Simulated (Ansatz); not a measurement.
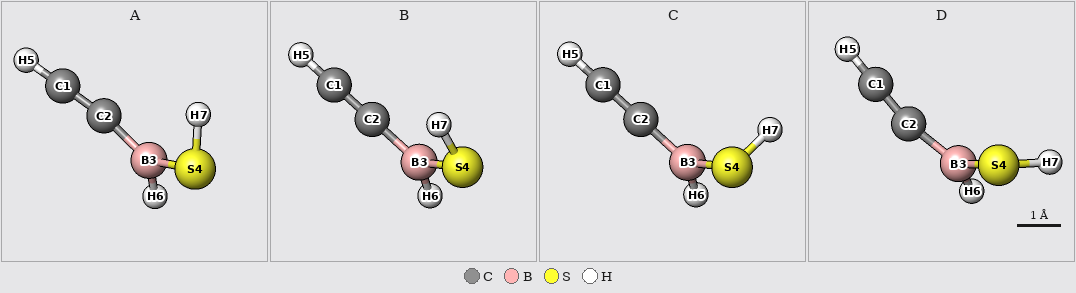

4 geometries from a converged minimum-energy path of C₂H₃BS, shuffled. A ball-and-stick model, seen from a free direction.

These are results of RKS B3LYP/cc-pVDZ in Ansatz, not measurements. Settings: 9 movable images; climbing image; force threshold 0.05 eV/Å; iteration limit 40; starting path by image-dependent pair potential.

> Which frame is the transition state?

C. In order along the path, whose images run from 0 to 10: B (image 0, 0.00 eV), A (image 2, +0.18 eV), C (image 5, +0.79 eV), D (image 7, +0.40 eV). The motion is a rotation about the B3–S4 bond by about 180°, with a turn of about 180° about C1–C2. No bond forms or breaks between the ends. Among the angles between lasting bonds that change up to the highest image: B3–S4–H7 98.6° → 91.4°, S4–B3–H6 114.8° → 119.4°.
